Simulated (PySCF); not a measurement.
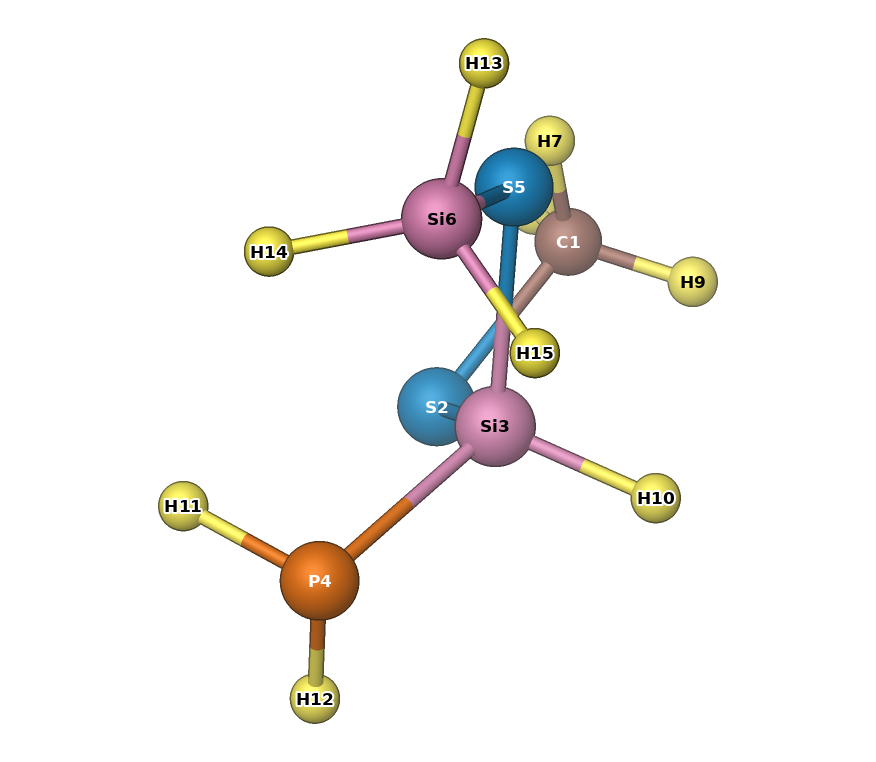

S2 lies behind Si3. The molecule seen a little off the Si3–S2 bond, Si3 in front. Distant atoms are faded towards the background colour. Geometry: an end point of a reaction path computed with GFN2-xTB.

### What is the torsion angle S5–Si3–S2–C1? The sign is positive where the front bond must turn clockwise to cover the back bond.

42°, synclinal (gauche).
